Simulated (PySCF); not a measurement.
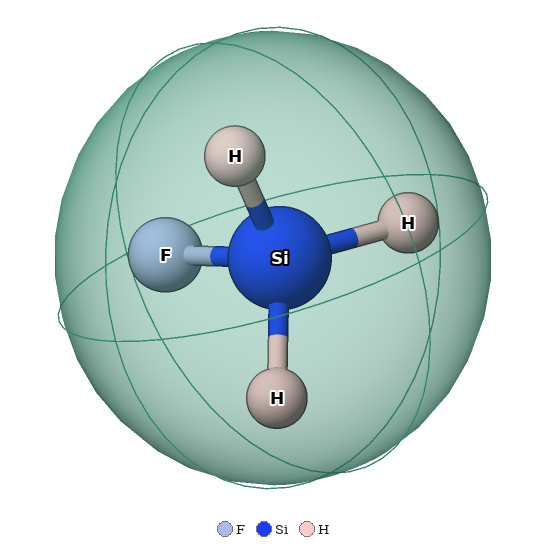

The ellipsoid shows the static dipole polarisability: its half-axes are proportional to the principal values. The computed structure is the end point of a GFN2-xTB optimisation. No frequency run is at hand to confirm it as a minimum. Level of theory: CAM-B3LYP/def2-SVPD (PySCF 2.14.0).

Question. Give the principal values, the mean and the anisotropy.

Answer. Principal values 26.0, 28.2, 28.2 bohr³; mean 27.4 bohr³ (4.07 Å³); anisotropy 2.2 bohr³, so the longest axis is 1.09 times the shortest.

The geometry is semi-empirical. Around Si such bond lengths and angles can be off by a tenth of an ångström or more and by several degrees, and values that hang on the shape move with them.
